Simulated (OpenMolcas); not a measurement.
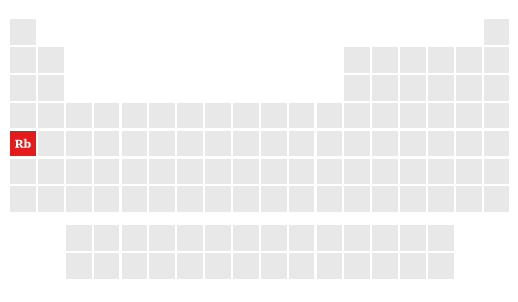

*The place of rubidium in the periodic table.*

# Multiconfigurational calculation, with input and output: Rb

Rb. Level asked for: state-averaged MS-CASPT2, IPEA shift 0.25, imaginary shift 0.1 hartree, semicore shells correlated, active space 1 electron in the shells 5s 5p, basis ANO-RCC-VDZ, X2C scalar Hamiltonian, spin-orbit coupling by RASSI with atomic mean-field integrals (OpenMolcas).

### Outcome

- outcome: refused by the program
- hardware: 1 CPU thread, shared host

### What went wrong

This input holds a deliberate fault: two shifts. The program refused the input; the driver noted: CASPT2 spin 2: _RC_INPUT_ERROR_.

### The input
```
&GATEWAY
Coord
1

Rb 0.0 0.0 0.0
Basis=ANO-RCC-VDZ
Group=XYZ
NoMove
AngMom=0.0 0.0 0.0
AMFI
RX2C
&SEWARD
&RASSCF
FileOrb=start.orb
Symmetry=1
Spin=2
nActEl=1 0 0
Inactive=9 9
Ras2=1 3
CIRoot=1 1 1
SDav=1
CIMx=300
Iter=120 100
PrWF=0.3
OrbListing=Nothing
MaxOrb=0
Atom
>>> COPY $Project.JobIph JOB001
&RASSCF
FileOrb=start.orb
Symmetry=2
Spin=2
nActEl=1 0 0
Inactive=9 9
Ras2=1 3
CIRoot=3 3 1
SDav=3
CIMx=300
Iter=120 100
PrWF=0.3
OrbListing=Nothing
MaxOrb=0
Atom
>>> COPY $Project.JobIph JOB002
&RASSI
NrOfJobIphs=2 1 3
1
1 2 3
IphNames
JOB001
JOB002
EJob
SpinOrbit
DIPRint=1.0
SOCoupling=1000.0
Subsets=2
MEES
Property=10
'ANGMOM' 1 'ANGMOM' 2 'ANGMOM' 3 'MLTPL  1' 1 'MLTPL  1' 2 'MLTPL  1' 3
'AMFI' 1 'AMFI' 2 'AMFI' 3 'MLTPL  2' 6
SOProperty=3
'ANGMOM' 1 'ANGMOM' 2 'ANGMOM' 3
>>> COPY JOB001 $Project.JobIph
&CASPT2
Multistate=1 1
Frozen=8 6
IPEA=0.25
Imaginary=0.1
MaxIter=60
WThr=0.0 0.3 0.05
PrWF=0.5
NoMix
Shift=0.2
Sig2=0.3
```

The file start.orb holds starting orbitals from an earlier step.

Run as:
```bash
OMP_NUM_THREADS=1 MOLCAS_MEM=2252 MOLCAS_PROJECT=a pymolcas a.inp > a.log  # once for each step of the input, in one work folder
```

### Log (extracts)
```
|
   -----------------------------------------------------------------------------------------
++ ---------   Input file   ---------
>>> COPY JOB001 $Project.JobIph
&CASPT2
Multistate=1 1
Frozen=8 6
IPEA=0.25
Imaginary=0.1
MaxIter=60
WThr=0.0 0.3 0.05
PrWF=0.5
NoMix
Shift=0.2
Sig2=0.3
-- ----------------------------------
>>> COPY JOB001 a.JobIph
*** symbolic link created: INPORB -> a.RasOrb
--- Start Module: caspt2 at  ---
()()()()()()()()()()()()()()()()()()()()()()()()()()()()()()()()()()()()()()()()()()()()()()()()()()
                                              &CASPT2
                                   only a single process is used
                       available to each process: 2.3 GB of memory, 1 thread
()()()()()()()()()()()()()()()()()()()()()()()()()()()()()()()()()()()()()()()()()()()()()()()()()()
 ###    ERROR: More than one intruder-state removal technique                ###
 ###    active: SHIFt/IMAGinary/SIG1/SIG2 are mutually exclusive!            ###
--- Stop Module: caspt2 at  /rc=_RC_INPUT_ERROR_ ---
.####################.
.# User input error #.
.####################.
```
